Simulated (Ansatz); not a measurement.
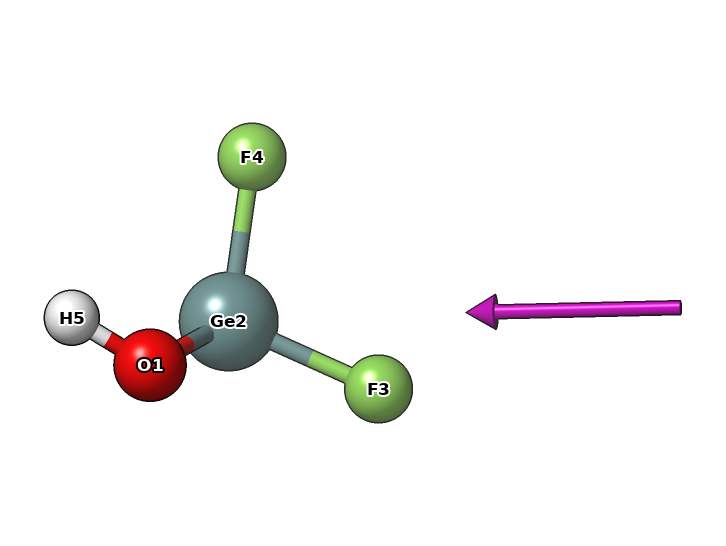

The arrow beside the molecule shows the direction of the dipole moment, from the negative to the positive end (its length means nothing). The species is neutral and a spin doublet. The computed structure is the end point of a PBE-D4/def2-SVP optimisation. No frequency run is at hand to confirm it as a minimum. Properties computed with UKS PBE-D4/def2-SVP (Ansatz 0.2.0).

> Estimate the dipole moment.

2.79 D; it points from the side of F3 to the side of H5 (the outermost atoms at the two ends).
